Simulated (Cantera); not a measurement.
Feed: 1 mol Si2Cl6, 0.098 mol Cl2, 20 mol N2, held at 0.320 bar.

Method: chemical equilibrium by Gibbs-energy minimisation in Cantera with the NASA 1993 tables (ideal gas, pure condensed phases). Candidate condensed phases: Si, Si3N4; 13 gas species. The feed counts by its element totals alone. N2 is the only nitrogen source here; it is nearly inert below about 1500 K, so the nitride shown seldom forms there in practice. The tables' values for SiCl3 are old estimates; treat these amounts as uncertain. Rates play no part.

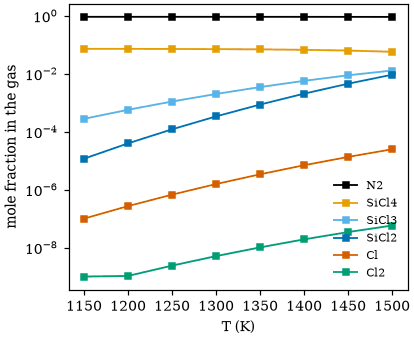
*Equilibrium gas composition (values under 1e-9 drawn at 1e-9)*

Problem. Read off the mole fractions at 1200 K.

Solution. N2 about 0.93, SiCl4 about 0.072, SiCl3 about 0.00057, SiCl2 about 4.0e-5, Cl about 2.7e-7.
